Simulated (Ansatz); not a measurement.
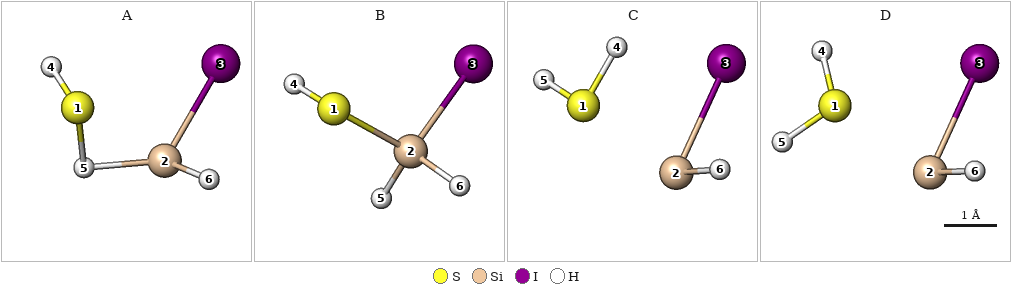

4 geometries from a converged minimum-energy path of SiH3SI, shuffled. A ball-and-stick model, seen at a tilt.

The calculation used RHF/def2-SVP (Ansatz 0.2.0). Settings: 5 movable images; climbing image; force threshold 0.05 eV/Å; iteration limit 60; starting path through a guess of the saddle point.

Question: One of them is the converged climbing image. Which?

Answer: A. In order along the path, whose images run from 0 to 6: B (image 0, 0.0 kcal/mol), A (image 2, +79.5 kcal/mol), D (image 4, +46.1 kcal/mol), C (image 6, +45.1 kcal/mol). A hydrogen atom shifts from one atom to another. Breaking: Si2–H5 (1.47 → 1.61 at the top → 3.23 Å). Forming: S1–H5 (3.01 → 1.68 at the top → 1.34 Å).

Cost: 2.6 min on 1 thread of Arm Neoverse V1, on a shared host, peak memory 0.15 GiB.
